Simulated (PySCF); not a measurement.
# C8H10O: magnetic properties

What do calculations give for the magnetic properties of C8H10O (`O=C[C@H]1C=CC=CCC1`)?

Programs: PySCF 2.14.0, with routines of our own; each step states its level. All values are computed. Atoms count from 0.

## 1. The system as given

19 atoms, charge 0, multiplicity 1; geometry from: GFN2-xTB.

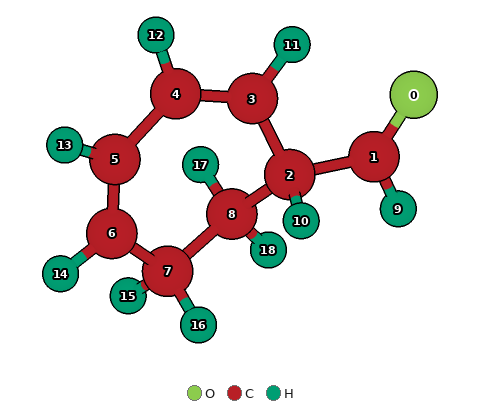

The starting geometry (oxygen green, carbon red, hydrogen teal).

## 2. Magnetic properties: GIAO wB97X-D/pcSseg-1

The job: settings as JSON, then the geometry in Å.

```
{"job": {"kind": "mag", "xc": "wB97X-D", "basis": "pcSseg-1", "isotopologues": 0}, "charge": 0, "multiplicity": 1}
O      3.412965    -0.433897    -0.191992
C      2.386217    -0.974566     0.103703
C      1.039500    -0.311622     0.253908
C      1.058498     1.090811    -0.266296
C     -0.009969     1.877881    -0.372942
C     -1.370532     1.587723     0.033066
C     -1.953441     0.424342     0.326929
C     -1.420006    -0.971371     0.266416
C     -0.066299    -1.150546    -0.408184
H      2.358214    -2.063980     0.314870
H      0.848530    -0.296044     1.336820
H      2.027709     1.447188    -0.585643
H      0.134703     2.877781    -0.761722
H     -1.992295     2.472430     0.109899
H     -2.990337     0.456397     0.641916
H     -2.154075    -1.581303    -0.271392
H     -1.381304    -1.367749     1.287737
H     -0.139901    -0.864394    -1.458455
H      0.202021    -2.209830    -0.366099
```

With the program's defaults for keys left out, this is: GIAO wB97X-D/pcSseg-1 magnetisability, rotational g tensor and spin-rotation constants, non-relativistic, gas phase.

Launch:

```console
$ OMP_NUM_THREADS=1 python excited_run.py task.json out
```

The driver reads the jobs from task.json and runs them one after another.

Output:

```text
coarse grid: 15976 points
cycle   1  E = -385.6543599525  dE =  1.835e+00  |g| = 8.264e-01  |ddm| = 4.049e+00
cycle   2  E = -385.4969647920  dE =  1.574e-01  |g| = 1.300e+00  |ddm| = 2.035e+00
cycle   3  E = -385.7992414600  dE = -3.023e-01  |g| = 6.322e-02  |ddm| = 1.320e+00
cycle   4  E = -385.8001699636  dE = -9.285e-04  |g| = 4.037e-02  |ddm| = 9.914e-02
cycle   5  E = -385.8005755799  dE = -4.056e-04  |g| = 7.723e-03  |ddm| = 5.389e-02
cycle   6  E = -385.8005949085  dE = -1.933e-05  |g| = 2.675e-03  |ddm| = 1.450e-02
cycle   7  E = -385.8005975122  dE = -2.604e-06  |g| = 1.204e-03  |ddm| = 6.312e-03
final grid: 154592 points
cycle   8  E = -385.8689823315  dE = -2.783e-04  |g| = 4.088e-03  |ddm| = 5.512e-02
cycle   9  E = -385.8689866025  dE = -4.271e-06  |g| = 1.982e-03  |ddm| = 1.006e-02
cycle  10  E = -385.8689873435  dE = -7.410e-07  |g| = 9.488e-04  |ddm| = 2.438e-03
cycle  11  E = -385.8689875269  dE = -1.834e-07  |g| = 3.665e-04  |ddm| = 1.397e-03
cycle  12  E = -385.8689875518  dE = -2.490e-08  |g| = 1.017e-04  |ddm| = 3.333e-04
cycle  13  E = -385.8689875544  dE = -2.554e-09  |g| = 2.310e-05  |ddm| = 2.015e-04
cycle  14  E = -385.8689875546  dE = -2.052e-10  |g| = 1.254e-05  |ddm| = 5.779e-05
converged SCF energy = -385.8689875546

Magnetisability tensor (1e-30 J/T^2)
     -968.83       40.02      -96.06
       40.02    -1046.43      -97.65
      -96.06      -97.65    -1403.61
isotropic -1139.62   principal values   -1443.42  -1057.82   -917.61
isotropic susceptibility -68.630 1e-6 cm^3/mol

Inertial axes            a          b          c
rot. const./GHz      3.2050     1.2097     0.9186
chi total           -59.602    -60.105    -86.182
chi diamagnetic    -507.026  -1077.313  -1405.239
chi paramagnetic    447.424   1017.208   1319.057
quadrupole/D A       -9.251      8.227      1.024
g nuclear            0.6227     0.5533     0.5635
g electronic        -0.6737    -0.5781    -0.5692
g total             -0.0510    -0.0248    -0.0058

Spin-rotation constants (kHz, H = +C I.J)
atom  isotope        aa         bb         cc
  9     1H       -0.207      0.122     -0.080
 10     1H       -0.281     -0.144      0.019
 11     1H        0.057     -0.014     -0.095
 12     1H       -0.333      0.109     -0.089
 13     1H        0.095     -0.039     -0.099
 14     1H        0.255     -0.114     -0.090
 15     1H       -0.254     -0.047     -0.054
 16     1H       -0.330     -0.096      0.003
 17     1H       -0.339     -0.122      0.010
 18     1H       -0.222      0.004     -0.109
  0    17O*      -2.917     -1.045     -0.029
  1    13C*       1.556      0.649      0.235
  2    13C*       0.646      0.270      0.159
  3    13C*       1.230      0.520      0.148
  4    13C*       1.043      0.557      0.146
  5    13C*       1.480      0.402      0.141
  6    13C*       1.517      0.415      0.154
  7    13C*       0.526      0.224      0.148
  8    13C*       0.553      0.186      0.138
* in the singly substituted isotopologue
```

Wall time 50 s (1 thread of Arm Neoverse V2, shared host); peak memory 0.99 GiB.

From this job:

| quantity | value |
| --- | --- |
| magnetisability | -1140·10⁻³⁰ J/T² |
| molar susceptibility | -68.6·10⁻⁶ cm³/mol |
| rotational g (a, b, c) | -0.0510, -0.0248, -0.0058 |

## 3. Magnetic properties: GIAO HCTH407/STO-3G in chloroform

The job, as its differences from that of step 2:

```diff
@@ -1,2 +1,2 @@
-{"job": {"kind": "mag", "xc": "wB97X-D", "basis": "pcSseg-1", "isotopologues": 0}, "charge": 0, "multiplicity": 1}
+{"job": {"kind": "mag", "xc": "HCTH407", "basis": "STO-3G", "solvent": "chloroform"}, "charge": 0, "multiplicity": 1}
 O      3.412965    -0.433897    -0.191992
```

Level: GIAO HCTH407/STO-3G magnetisability, non-relativistic, IEF-PCM chloroform.

Output:

```text
coarse grid: 15976 points
cycle   1  E = -381.2564797264  dE =  1.329e+00  |g| = 6.020e-01  |ddm| = 5.921e+00
cycle   2  E = -380.6804810723  dE =  5.760e-01  |g| = 1.545e+00  |ddm| = 2.478e+00
cycle   3  E = -381.3753041572  dE = -6.948e-01  |g| = 1.050e-01  |ddm| = 1.774e+00
cycle   4  E = -381.3781541758  dE = -2.850e-03  |g| = 5.132e-02  |ddm| = 2.002e-01
cycle   5  E = -381.3787181815  dE = -5.640e-04  |g| = 2.832e-02  |ddm| = 9.242e-02
cycle   6  E = -381.3789908518  dE = -2.727e-04  |g| = 3.556e-03  |ddm| = 4.182e-02
cycle   7  E = -381.3789944024  dE = -3.551e-06  |g| = 1.250e-03  |ddm| = 5.648e-03
final grid: 154592 points
cycle   8  E = -381.3162126967  dE = -1.390e-05  |g| = 5.373e-03  |ddm| = 1.766e-02
cycle   9  E = -381.3161714778  dE =  4.122e-05  |g| = 1.294e-02  |ddm| = 2.163e-02
cycle  10  E = -381.3162217224  dE = -5.024e-05  |g| = 1.033e-03  |ddm| = 1.513e-02
cycle  11  E = -381.3162220516  dE = -3.292e-07  |g| = 2.435e-04  |ddm| = 1.584e-03
cycle  12  E = -381.3162220682  dE = -1.661e-08  |g| = 9.399e-05  |ddm| = 4.277e-04
cycle  13  E = -381.3162220711  dE = -2.901e-09  |g| = 1.801e-05  |ddm| = 1.490e-04
cycle  14  E = -381.3162220712  dE = -7.822e-11  |g| = 1.131e-05  |ddm| = 3.582e-05
converged SCF energy = -381.3162220712

Magnetisability tensor (1e-30 J/T^2)
     -935.42       56.80     -138.80
       56.80     -995.69     -125.02
     -138.80     -125.02    -1476.95
isotropic -1136.02   principal values   -1532.73  -1028.09   -847.26
isotropic susceptibility -68.413 1e-6 cm^3/mol

Inertial axes            a          b          c
rot. const./GHz      3.2050     1.2097     0.9186
chi total           -57.863    -56.186    -91.189
chi diamagnetic    -498.932  -1065.349  -1395.173
chi paramagnetic    441.069   1009.163   1303.984
quadrupole/D A       -5.945      4.963      0.982
```

Run time: 8.7 s. Hardware: 1 thread of Arm Neoverse V2, shared host; peak memory 0.54 GiB.

From this job:

| quantity | value |
| --- | --- |
| magnetisability | -1136·10⁻³⁰ J/T² |
| molar susceptibility | -68.4·10⁻⁶ cm³/mol |

## 4. Summary of results

| quantity | value |
| --- | --- |
| magnetisability (step 2, GIAO wB97X-D/pcSseg-1) | -1140·10⁻³⁰ J/T² |
| molar susceptibility (step 2, GIAO wB97X-D/pcSseg-1) | -68.6·10⁻⁶ cm³/mol |
| rotational g (a, b, c) (step 2, GIAO wB97X-D/pcSseg-1) | -0.0510, -0.0248, -0.0058 |

The values above hold for this geometry and these levels alone. Vibrational averaging and real surroundings are missing from these values.
